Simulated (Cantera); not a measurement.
A closed system holds: 1 mol Si₂H₆, 30 mol NO, 48 mol N₂, held at 7.00e-5 bar.

Equilibrium computed with Cantera from the NASA thermochemical tables; the gas is ideal and each condensed phase is pure. Candidate condensed phases: H₂O, Si, SiO₂, Si₂N₂O, Si₃N₄; 35 gas species. The feed counts by its element totals alone. The tables hold silica as quartz up to 1696 K and as liquid above; real silica turns to tridymite and cristobalite and melts near 1996 K. Rates play no part.

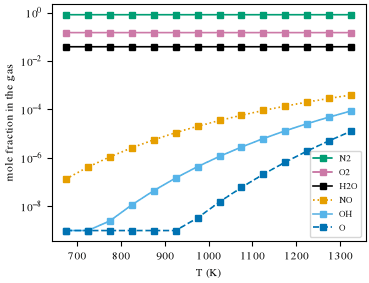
Figure: Equilibrium gas composition (values under 1e-9 drawn at 1e-9)

Question: Read off the mole fractions at 1175 K.

Answer: N₂ about 0.81, O₂ about 0.15, H₂O about 0.039, NO about 0.00014, OH about 1.3e-5, O about 6.7e-7.
